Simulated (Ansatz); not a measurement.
**Run report: CoH$_{23}$C$_{40}$, geometry relaxation (part 1 of 3)**

CoH$_{23}$C$_{40}$ (slab, 64 atoms in the cell), computed with DFT PBEsol, scalar-relativistic, plane waves, PAW, PAW set soft_1, spin-polarised (Ansatz 0.2.0).

The input holds or restrains some coordinates. It belongs to a series of runs on one base structure; here: end point B relaxed.

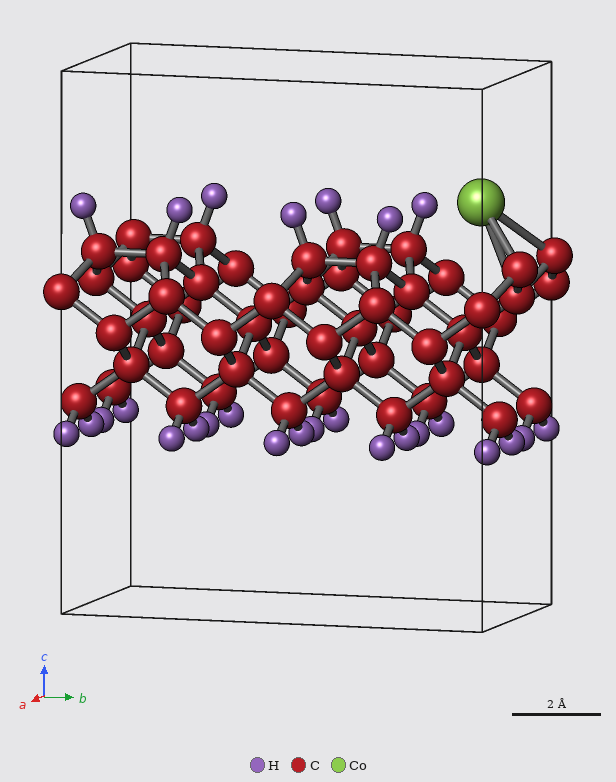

The input geometry (ball-and-stick view of the cell of the calculation, with the vacuum cut short, seen slightly off an axis; bonded neighbours outside the cell are drawn too).

Input file:
```yaml
crystal:
  lattice:
    - [5.048742, 0.0, 0.0]
    - [0.0, 10.097485, 0.0]
    - [0.0, 0.0, 18.135561]
  atoms:
    - { symbol: H, position: [0.42778688, 0.0, 0.05514028] }
    - { symbol: H, position: [0.07221316, 0.0, 0.05514028] }
    - { symbol: H, position: [0.92778692, 0.0, 0.05514028] }
    - { symbol: H, position: [0.5722132, 0.0, 0.05514028] }
    - { symbol: H, position: [0.42778688, 0.25, 0.05514028] }
    - { symbol: H, position: [0.07221316, 0.25, 0.05514028] }
    - { symbol: H, position: [0.92778692, 0.25, 0.05514028] }
    - { symbol: H, position: [0.5722132, 0.25, 0.05514028] }
    - { symbol: H, position: [0.42778688, 0.49999999, 0.05514028] }
    - { symbol: H, position: [0.07221316, 0.49999999, 0.05514028] }
    - { symbol: H, position: [0.92778692, 0.49999999, 0.05514028] }
    - { symbol: H, position: [0.5722132, 0.49999999, 0.05514028] }
    - { symbol: H, position: [0.42778688, 0.74999999, 0.05514028] }
    - { symbol: H, position: [0.07221316, 0.74999999, 0.05514028] }
    - { symbol: H, position: [0.92778692, 0.74999999, 0.05514028] }
    - { symbol: H, position: [0.5722132, 0.74999999, 0.05514028] }
    - { symbol: C, position: [0.25000002, 0.0, 0.09013782] }
    - { symbol: C, position: [0.75000006, 0.0, 0.09013782] }
    - { symbol: C, position: [0.25000002, 0.25, 0.09013782] }
    - { symbol: C, position: [0.75000006, 0.25, 0.09013782] }
    - { symbol: C, position: [0.25000002, 0.49999999, 0.09013782] }
    - { symbol: C, position: [0.75000006, 0.49999999, 0.09013782] }
    - { symbol: C, position: [0.25000002, 0.74999999, 0.09013782] }
    - { symbol: C, position: [0.75000006, 0.74999999, 0.09013782] }
    - { symbol: C, position: [0.25000002, 0.125, 0.13935053] }
    - { symbol: C, position: [0.75000006, 0.125, 0.13935053] }
    - { symbol: C, position: [0.25000002, 0.37499999, 0.13935053] }
    - { symbol: C, position: [0.75000006, 0.37499999, 0.13935053] }
    - { symbol: C, position: [0.25000002, 0.62499999, 0.13935053] }
    - { symbol: C, position: [0.75000006, 0.62499999, 0.13935053] }
    - { symbol: C, position: [0.25000002, 0.87499999, 0.13935053] }
    - { symbol: C, position: [0.75000006, 0.87499999, 0.13935053] }
    - { symbol: C, position: [0.0, 0.125, 0.18856323] }
    - { symbol: C, position: [0.50000004, 0.125, 0.18856323] }
    - { symbol: C, position: [0.0, 0.37499999, 0.18856323] }
    - { symbol: C, position: [0.50000004, 0.37499999, 0.18856323] }
    - { symbol: C, position: [0.0, 0.62499999, 0.18856323] }
    - { symbol: C, position: [0.50000004, 0.62499999, 0.18856323] }
    - { symbol: C, position: [0.0, 0.87499999, 0.18856323] }
    - { symbol: C, position: [0.50000004, 0.87499999, 0.18856323] }
    - { symbol: C, position: [0.0, 0.0, 0.23777594] }
    - { symbol: C, position: [0.50000004, 0.0, 0.23777594] }
    - { symbol: C, position: [0.0, 0.25, 0.23777594] }
    - { symbol: C, position: [0.50000004, 0.25, 0.23777594] }
    - { symbol: C, position: [0.0, 0.49999999, 0.23777594] }
    - { symbol: C, position: [0.50000004, 0.49999999, 0.23777594] }
    - { symbol: C, position: [0.0, 0.74999999, 0.23777594] }
    - { symbol: C, position: [0.50000004, 0.74999999, 0.23777594] }
    - { symbol: C, position: [0.25000002, 0.04845344, 0.28147461] }
    - { symbol: C, position: [0.75000006, 0.04845344, 0.28147461] }
    - { symbol: C, position: [0.25000002, 0.20154655, 0.28147461] }
    - { symbol: C, position: [0.75000006, 0.20154655, 0.28147461] }
    - { symbol: C, position: [0.25000002, 0.54845344, 0.28147461] }
    - { symbol: C, position: [0.75000006, 0.54845344, 0.28147461] }
    - { symbol: C, position: [0.25000002, 0.70154654, 0.28147461] }
    - { symbol: C, position: [0.75000006, 0.70154654, 0.28147461] }
    - { symbol: H, position: [0.75000006, 0.0104409, 0.33831656] }
    - { symbol: H, position: [0.25000002, 0.2395591, 0.33831656] }
    - { symbol: H, position: [0.75000006, 0.2395591, 0.33831656] }
    - { symbol: H, position: [0.25000002, 0.51044089, 0.33831656] }
    - { symbol: H, position: [0.75000006, 0.51044089, 0.33831656] }
    - { symbol: H, position: [0.25000002, 0.73955909, 0.33831656] }
    - { symbol: H, position: [0.75000006, 0.73955909, 0.33831656] }
    - { symbol: Co, position: [0.56932934, 0.92644543, 0.35761566], spin: 1.0 }
magnetization:
  spin_polarized: true
basis:
  ecutwfc: 420.0
kpoints:
  mp_grid: { grid: [2, 1, 1] }
hamiltonian:
  xc: pbesol
  pseudopotentials: { kind: paw, azcp: { folder: soft_1 } }
scf:
  occupations: { method: gaussian, width: 0.05 }
  lower_state_search: "off"
relax:
  f_tol: 0.03
  max_steps: 60
  adjacent_minimum: "off"
  constraints:
    - { sites: [0, 1, 2, 3, 4, 5, 6, 7, 8, 9, 10, 11, 12, 13, 14, 15, 16, 17, 18, 19, 20, 21, 22, 23, 24, 25, 26, 27, 28, 29, 30, 31] }
output:
  write_density: true
  write_potential: true
  elf: true
  volumetric_format: npy
```

Machine: 4 threads of Arm Neoverse V2, 24 GiB of memory available, shared host.

Launched with:
```bash
ansatz run input.yaml --threads 4 --pin off --max-ram 10240MiB --backend cpu --events-out ev --progress --plain --runs-dir out
```

What the program printed:
```
Warning: [file] the record states the generating functional pbe (its physics header spells it `PBE`), which answers neither for hamiltonian.xc's functional nor for the pbesol family's — results may be inconsistent (PPs are generated against a specific XC)
Warning: [file] the record states the generating functional pbe (its physics header spells it `PBE`), which answers neither for hamiltonian.xc's functional nor for the pbesol family's — results may be inconsistent (PPs are generated against a specific XC)
Warning: [file] the record states the generating functional pbe (its physics header spells it `PBE`), which answers neither for hamiltonian.xc's functional nor for the pbesol family's — results may be inconsistent (PPs are generated against a specific XC)
Engine: ansatz 0.2.0, aarch64-unknown-linux-gnu
Pseudopotentials: kind: paw
Pseudopotential: H, paw, valence charge 1, recommended cutoff 420 eV (normal), [file]
Pseudopotential: C, paw, valence charge 4, recommended cutoff 420 eV (normal), [file]
Pseudopotential: Co, paw, valence charge 17, recommended cutoff 420 eV (normal), [file]
Functional definition: PBEsol
  exchange = pbesol_x
  correlation = pbesol_c
Crystal: 64 atoms, lattice volume = 924.544 Å³
Basis set: ecut = 420 eV, 18077 PW (Γ), exchange–correlation on 72×144×250 points (8 copies of the dense FFT grid, shifted against one another)
Bands: 165, of which v1, the nominal top of the filled ones, is band 100 counted from 1 (99 counted from 0)
Symmetry: 1 space group operations
Space group: P1 (ITA 1), of the structure as read, at distance tolerance 9.7e-5 Å
Magnetic group: BNS 1.1 (UNI 1), of the structure as read, at distance tolerance 9.7e-5 Å
k-points: 2
Non-local potential: H, projectors of the file, l = 0: 2, l = 1: 1
Non-local potential: C, projectors of the file, l = 0: 2, l = 1: 2, l = 2: 1
Non-local potential: Co, projectors of the file, l = 0: 3, l = 1: 2, l = 2: 3, l = 3: 1
PAW form: soft (Blöchl's): semilocal exchange-correlation on the pseudo side does not see the compensation charge
PAW frozen core: C, regenerated for the run's functional, and the local potential with it (the file was generated under x = pbe(κ = 0.804, μ = 0.2195149727645171), c = pbe(β = 0.06672455060314922))
PAW frozen core: Co, regenerated for the run's functional, and the local potential with it (the file was generated under x = pbe(κ = 0.804, μ = 0.2195149727645171), c = pbe(β = 0.06672455060314922))
PAW one-centre angular grid: H, 110 points (default); XC on 64 Gauss nodes
PAW one-centre angular grid: C, 110 points (default); XC on 64 Gauss nodes
PAW one-centre angular grid: Co, 590 points (default); XC on 64 Gauss nodes
Initial density: superposition of atomic densities (neutral atoms: chi_scale 0, normalization atom)
Starting moments: Σ|m| = 1 μB on 1 of 64 sites
Initial wavefunctions: pseudopotential atomic-orbital guess
Functional: x = pbesol(κ = 0.804, μ = 0.12345679012345678), c = pbesol(β = 0.046)
SCF iter   1: F=—  HF=-15311.102655 eV  |F-HF|=—  |Δ(HF+E_count)|=         —  Δρ=5.49e-2 (↑4.61e-2 ↓5.49e-2)  dr2=8.20e1  dr2_m=7.57e-1  M=0.009 μB ∫|m|=0.623 μB  β_m=0.30  ethr=3.10e-3  ⟨swp⟩=8.5  Hψ=3693  notcnv=0  defer=146
preconditioner: auto → Resta (q_TF=auto, 2.114 Å⁻¹)  ε∞=2.0  [insulator: Δε(μ)=0.168 eV  Ē_g=16.581 eV  σ=0.050 eV  W_gap=0.98  n_scr=144 (ndim 8)  ℏωp=16.9 eV  f_vac=0.553  D(μ)=0.69/eV (n_scr^D=2)  ε∞_Penn≈2.0  vacuum switching on, ρ_ref=2.0e-2 e/Å³]
spin=Collinear: Resta preconditioning applied to the charge; magnetization (m = ρ↑ − ρ↓) channel mixes plain (no charge-response kernel on spin).
SCF iter   2: F=—  HF=-15297.214456 eV  |F-HF|=—  |Δ(HF+E_count)|=    1.39e1  Δρ=5.59e-2 (↑3.40e-2 ↓5.59e-2)  dr2=6.66e1  dr2_m=2.47e0  M=2.000 μB ∫|m|=2.104 μB  β_m=1.00  ethr=3.10e-3  ⟨swp⟩=4.0  Hψ=1253  notcnv=0  defer=225
SCF iter   3: F=—  HF=-15297.295620 eV  |F-HF|=—  |Δ(HF+E_count)|=   8.12e-2  Δρ=7.65e-2 (↑2.87e-2 ↓7.65e-2)  dr2=1.01e2  dr2_m=6.20e0  M=0.464 μB ∫|m|=0.492 μB  β_m=0.30  ethr=3.10e-3  ⟨swp⟩=4.2  Hψ=1476  notcnv=0  defer=235
SCF iter   4: F=—  HF=-15285.300765 eV  |F-HF|=—  |Δ(HF+E_count)|=    1.20e1  Δρ=3.18e-2 (↑1.21e-2 ↓3.18e-2)  dr2=1.56e1  dr2_m=1.77e0  M=0.091 μB ∫|m|=0.581 μB  β_m=0.30  ethr=3.10e-3  ⟨swp⟩=3.5  Hψ=1250  notcnv=0  defer=231
SCF iter   5: F=—  HF=-15283.919481 eV  |F-HF|=—  |Δ(HF+E_count)|=    1.38e0  Δρ=9.97e-3 (↑6.58e-3 ↓9.97e-3)  dr2=1.28e0  dr2_m=2.04e-1  M=1.442 μB ∫|m|=1.459 μB  β_m=1.00  ethr=3.10e-3  ⟨swp⟩=2.8  Hψ=812  notcnv=0  defer=238
SCF iter   6: F=—  HF=-15283.807073 eV  |F-HF|=—  |Δ(HF+E_count)|=   1.12e-1  Δρ=8.17e-3 (↑6.22e-3 ↓8.17e-3)  dr2=2.02e-1  dr2_m=3.67e-1  M=2.000 μB ∫|m|=2.018 μB  β_m=1.00  ethr=6.42e-4  ⟨swp⟩=4.5  Hψ=923  notcnv=0  defer=237
SCF iter   7: F=—  HF=-15283.834483 eV  |F-HF|=—  |Δ(HF+E_count)|=   2.74e-2  Δρ=5.16e-3 (↑1.90e-3 ↓5.16e-3)  dr2=1.87e-1  dr2_m=3.66e-2  M=2.000 μB ∫|m|=2.042 μB  β_m=1.00  ethr=1.01e-4  ⟨swp⟩=4.2  Hψ=1120  notcnv=0  defer=231
SCF iter   8: F=—  HF=-15283.952431 eV  |F-HF|=—  |Δ(HF+E_count)|=   1.18e-1  Δρ=2.19e-3 (↑1.23e-3 ↓2.19e-3)  dr2=3.61e-2  dr2_m=9.50e-3  M=2.000 μB ∫|m|=2.046 μB  β_m=0.30  ethr=9.36e-5  ⟨swp⟩=2.8  Hψ=861  notcnv=0  defer=231
Mixer restart at iter 8: flushing history
spin-set hold released at iteration 8 (site moments contracting): the magnetisation degrees of freedom join the quasi-Newton model from the next iteration; the mixer history was flushed
SCF iter   9: F=—  HF=-15284.061623 eV  |F-HF|=—  |Δ(HF+E_count)|=   1.09e-1  Δρ=1.66e-3 (↑1.12e-3 ↓1.66e-3)  dr2=2.02e-2  dr2_m=5.33e-3  M=2.000 μB ∫|m|=2.056 μB  β_m=0.65  ethr=1.80e-5  ⟨swp⟩=2.0  Hψ=1079  notcnv=0  defer=231
SCF iter  10: F=—  HF=-15284.236119 eV  |F-HF|=—  |Δ(HF+E_count)|=   1.74e-1  Δρ=4.61e-3 (↑1.61e-3 ↓4.61e-3)  dr2=3.32e-1  dr2_m=2.14e-2  M=2.000 μB ∫|m|=2.090 μB  β_m=0.57  ethr=1.01e-5  ⟨swp⟩=3.2  Hψ=949  notcnv=0  defer=231
SCF iter  11: F=—  HF=-15284.230046 eV  |F-HF|=—  |Δ(HF+E_count)|=   6.07e-3  Δρ=3.15e-3 (↑2.45e-3 ↓3.15e-3)  dr2=2.71e-1  dr2_m=2.69e-3  M=2.000 μB ∫|m|=2.071 μB  β_m=0.43  ethr=1.01e-5  ⟨swp⟩=4.0  Hψ=1296  notcnv=0  defer=230
SCF iter  12: F=—  HF=-15284.204240 eV  |F-HF|=—  |Δ(HF+E_count)|=   2.58e-2  Δρ=1.02e-3 (↑1.02e-3 ↓8.50e-4)  dr2=2.50e-2  dr2_m=1.07e-3  M=2.000 μB ∫|m|=2.078 μB  β_m=0.71  ethr=1.01e-5  ⟨swp⟩=3.0  Hψ=1127  notcnv=0  defer=230
SCF iter  13: F=—  HF=-15284.205187 eV  |F-HF|=—  |Δ(HF+E_count)|=   9.47e-4  Δρ=5.08e-4 (↑2.08e-4 ↓5.08e-4)  dr2=3.44e-3  dr2_m=5.61e-4  M=2.000 μB ∫|m|=2.083 μB  β_m=0.70  ethr=1.01e-5  ⟨swp⟩=2.8  Hψ=928  notcnv=0  defer=230
SCF iter  14: F=—  HF=-15284.206509 eV  |F-HF|=—  |Δ(HF+E_count)|=   1.32e-3  Δρ=4.84e-4 (↑1.29e-4 ↓4.84e-4)  dr2=1.60e-3  dr2_m=4.92e-4  M=2.000 μB ∫|m|=2.084 μB  β_m=0.84  ethr=1.72e-6  ⟨swp⟩=2.8  Hψ=839  notcnv=0  defer=230
SCF iter  15: F=—  HF=-15284.208522 eV  |F-HF|=—  |Δ(HF+E_count)|=   2.01e-3  Δρ=6.23e-4 (↑2.35e-4 ↓6.23e-4)  dr2=4.68e-3  dr2_m=6.57e-4  M=2.000 μB ∫|m|=2.086 μB  β_m=0.70  ethr=8.00e-7  ⟨swp⟩=3.0  Hψ=860  notcnv=0  defer=230
SCF iter  16: F=—  HF=-15284.211211 eV  |F-HF|=—  |Δ(HF+E_count)|=   2.69e-3  Δρ=4.08e-4 (↑3.61e-4 ↓4.08e-4)  dr2=4.28e-3  dr2_m=4.48e-4  M=2.000 μB ∫|m|=2.086 μB  β_m=0.24  ethr=8.00e-7  ⟨swp⟩=3.0  Hψ=1044  notcnv=0  defer=230
SCF iter  17: F=—  HF=-15284.211722 eV  |F-HF|=—  |Δ(HF+E_count)|=   5.11e-4  Δρ=3.53e-4 (↑8.68e-5 ↓3.53e-4)  dr2=5.63e-4  dr2_m=2.87e-4  M=2.000 μB ∫|m|=2.087 μB  β_m=0.82  ethr=8.00e-7  ⟨swp⟩=3.0  Hψ=999  notcnv=0  defer=230
SCF iter  18: F=—  HF=-15284.212488 eV  |F-HF|=—  |Δ(HF+E_count)|=   7.65e-4  Δρ=2.44e-4 (↑5.23e-5 ↓2.44e-4)  dr2=3.43e-4  dr2_m=1.54e-4  M=2.000 μB ∫|m|=2.088 μB  β_m=0.91  ethr=2.82e-7  ⟨swp⟩=3.0  Hψ=944  notcnv=0  defer=230
SCF iter  19: F=—  HF=-15284.212822 eV  |F-HF|=—  |Δ(HF+E_count)|=   3.34e-4  Δρ=1.98e-4 (↑5.51e-5 ↓1.98e-4)  dr2=5.05e-4  dr2_m=5.86e-5  M=2.000 μB ∫|m|=2.088 μB  β_m=0.52  ethr=1.72e-7  ⟨swp⟩=3.0  Hψ=922  notcnv=0  defer=230
SCF iter  20: F=—  HF=-15284.212908 eV  |F-HF|=—  |Δ(HF+E_count)|=   8.65e-5  Δρ=2.29e-4 (↑5.61e-5 ↓2.29e-4)  dr2=1.36e-4  dr2_m=1.27e-4  M=2.000 μB ∫|m|=2.089 μB  β_m=0.94  ethr=1.72e-7  ⟨swp⟩=3.0  Hψ=858  notcnv=0  defer=230
SCF iter  21: F=—  HF=-15284.213014 eV  |F-HF|=—  |Δ(HF+E_count)|=   1.06e-4  Δρ=1.48e-4 (↑2.19e-5 ↓1.48e-4)  dr2=1.17e-4  dr2_m=4.42e-5  M=2.000 μB ∫|m|=2.089 μB  β_m=0.63  ethr=6.78e-8  ⟨swp⟩=3.0  Hψ=857  notcnv=0  defer=230
SCF iter  22: F=—  HF=-15284.213164 eV  |F-HF|=—  |Δ(HF+E_count)|=   1.50e-4  Δρ=4.64e-5 (↑1.01e-5 ↓4.64e-5)  dr2=2.96e-5  dr2_m=3.72e-6  M=2.000 μB ∫|m|=2.089 μB  β_m=0.70  ethr=5.86e-8  ⟨swp⟩=3.0  Hψ=860  notcnv=0  defer=230
iter 23 did not close the SCF: its close was put off for a magnetic moment that had not settled (scf_convergence_deferred on its scf_iter line)
SCF iter  23: F=-15284.213199 eV  HF=-15284.213194 eV  |F-HF|=4.28e-6  |Δ(HF+E_count)|=   3.03e-5  Δρ=5.71e-5 (↑7.44e-6 ↓5.71e-5)  dr2=1.08e-5  dr2_m=6.94e-6  M=2.000 μB ∫|m|=2.090 μB  β_m=0.74  ethr=1.12e-8  ⟨swp⟩=12.5  Hψ=5380  notcnv=0
[...]
  greatest PAW one-centre occupation: 1.005 electrons in one spin orbital (limit 2), on the Co atom at site 63 (counted from 0), in its partial waves of l = 1
relax step   1: F+E_penalty+E_count = -15284.21320285 eV  Δ(F+E_penalty+E_count) = +0.000e0 eV  max|allowed force component| = 5.355e0 eV/Å  Δτ_max = 0.0000 Å  (24 SCF iters, dr2 threshold 2.25e-5 eV, accepted)
Initial density: handed on by an earlier stage of this run
Starting moments: Σ|m| = 1 μB on 1 of 64 sites; this step starts from the density that it was given
Initial wavefunctions: those handed on with the density
preconditioner: auto → Resta (q_TF=auto, 2.114 Å⁻¹)  ε∞=2.3  [insulator: Δε(μ)=0.430 eV  Ē_g=14.856 eV  σ=0.050 eV  W_gap=1.00  n_scr=144 (ndim 8)  ℏωp=16.9 eV  f_vac=0.586  D(μ)=0.00/eV (n_scr^D=0)  ε∞_Penn≈2.3  vacuum switching on, ρ_ref=1.6e-2 e/Å³]
spin=Collinear: Resta preconditioning applied to the charge; magnetization (m = ρ↑ − ρ↓) channel mixes plain (no charge-response kernel on spin).
  greatest PAW one-centre occupation: 1.004 electrons in one spin orbital (limit 2), on the Co atom at site 63 (counted from 0), in its partial waves of l = 1
relax step   2: F+E_penalty+E_count = -15287.56286981 eV  Δ(F+E_penalty+E_count) = -3.350e0 eV  max|allowed force component| = 3.670e0 eV/Å  Δτ_max = 0.1993 Å  (13 SCF iters, dr2 threshold 1.00e-4 eV, accepted)
preconditioner: auto → Resta (q_TF=auto, 2.114 Å⁻¹)  ε∞=2.3  [insulator: Δε(μ)=0.371 eV  Ē_g=14.814 eV  σ=0.050 eV  W_gap=1.00  n_scr=144 (ndim 8)  ℏωp=16.9 eV  f_vac=0.588  D(μ)=0.00/eV (n_scr^D=0)  ε∞_Penn≈2.3  vacuum switching on, ρ_ref=1.6e-2 e/Å³]
spin=Collinear: Resta preconditioning applied to the charge; magnetization (m = ρ↑ − ρ↓) channel mixes plain (no charge-response kernel on spin).
relax step   3: F+E_penalty+E_count = -15288.36635767 eV  Δ(F+E_penalty+E_count) = -8.035e-1 eV  max|allowed force component| = 1.748e0 eV/Å  Δτ_max = 0.1948 Å  (11 SCF iters, dr2 threshold 1.00e-4 eV, accepted)
preconditioner: auto → Resta (q_TF=auto, 2.114 Å⁻¹)  ε∞=2.3  [insulator: Δε(μ)=0.310 eV  Ē_g=14.793 eV  σ=0.050 eV  W_gap=1.00  n_scr=144 (ndim 8)  ℏωp=16.9 eV  f_vac=0.587  D(μ)=0.00/eV (n_scr^D=0)  ε∞_Penn≈2.3  vacuum switching on, ρ_ref=1.6e-2 e/Å³]
spin=Collinear: Resta preconditioning applied to the charge; magnetization (m = ρ↑ − ρ↓) channel mixes plain (no charge-response kernel on spin).
relax step   4: F+E_penalty+E_count = -15288.61287846 eV  Δ(F+E_penalty+E_count) = -2.465e-1 eV  max|allowed force component| = 5.610e-1 eV/Å  Δτ_max = 0.1984 Å  (10 SCF iters, dr2 threshold 1.00e-4 eV, accepted)
preconditioner: auto → Resta (q_TF=auto, 2.114 Å⁻¹)  ε∞=2.3  [insulator: Δε(μ)=0.357 eV  Ē_g=14.778 eV  σ=0.050 eV  W_gap=1.00  n_scr=144 (ndim 8)  ℏωp=16.9 eV  f_vac=0.586  D(μ)=0.00/eV (n_scr^D=0)  ε∞_Penn≈2.3  vacuum switching on, ρ_ref=1.6e-2 e/Å³]
spin=Collinear: Resta preconditioning applied to the charge; magnetization (m = ρ↑ − ρ↓) channel mixes plain (no charge-response kernel on spin).
relax step   5: F+E_penalty+E_count = -15288.73659611 eV  Δ(F+E_penalty+E_count) = -1.237e-1 eV  max|allowed force component| = 5.398e-1 eV/Å  Δτ_max = 0.1949 Å  (11 SCF iters, dr2 threshold 3.24e-5 eV, accepted)
preconditioner: auto → Resta (q_TF=auto, 2.114 Å⁻¹)  ε∞=2.3  [insulator: Δε(μ)=0.402 eV  Ē_g=14.755 eV  σ=0.050 eV  W_gap=1.00  n_scr=144 (ndim 8)  ℏωp=16.9 eV  f_vac=0.585  D(μ)=0.00/eV (n_scr^D=0)  ε∞_Penn≈2.3  vacuum switching on, ρ_ref=1.6e-2 e/Å³]
spin=Collinear: Resta preconditioning applied to the charge; magnetization (m = ρ↑ − ρ↓) channel mixes plain (no charge-response kernel on spin).
```
